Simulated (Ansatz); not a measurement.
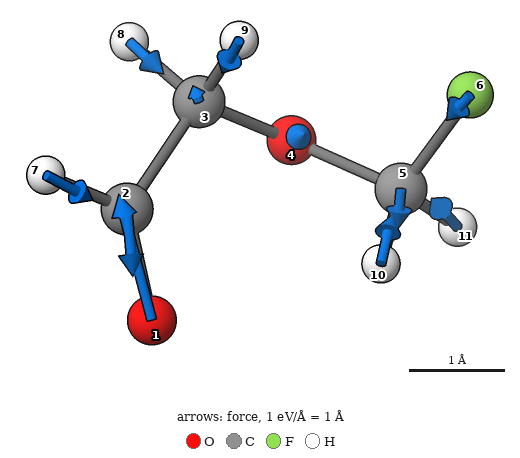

Starting geometry of C3H5FO2 with the computed forces as blue arrows. Style: ball-and-stick. Shown at a tilt.

The start comes from PBE-D4/def2-SVP.

All numbers below come from RKS PBE0-D4/def2-TZVP (Ansatz). Settings: force threshold 0.005 eV/Å; at most 150 steps.

**What follows when this structure is relaxed?**

It isn't relaxed: the largest force vector, on O1, is 1.40 eV/Å. The final displacements follow the starting forces only in part (cosine between the two patterns 0.36). O1 moves most after the best rigid fit: 0.072 Å. Largest moves by element: O 0.072 Å, H 0.070 Å, F 0.054 Å, C 0.014 Å. Some distances before and after: C2–H7 1.136 → 1.113 Å, C5–H10 1.113 → 1.093 Å, C3–H9 1.118 → 1.100 Å, C3–H8 1.113 → 1.096 Å. After 8 geometry steps the energy has fallen by 1.31 kcal/mol. Largest force component: 1.3 eV/Å at the start, 0.0031 eV/Å at the end. Cost: 33 s on 4 threads of Arm Neoverse V1, on a shared host.
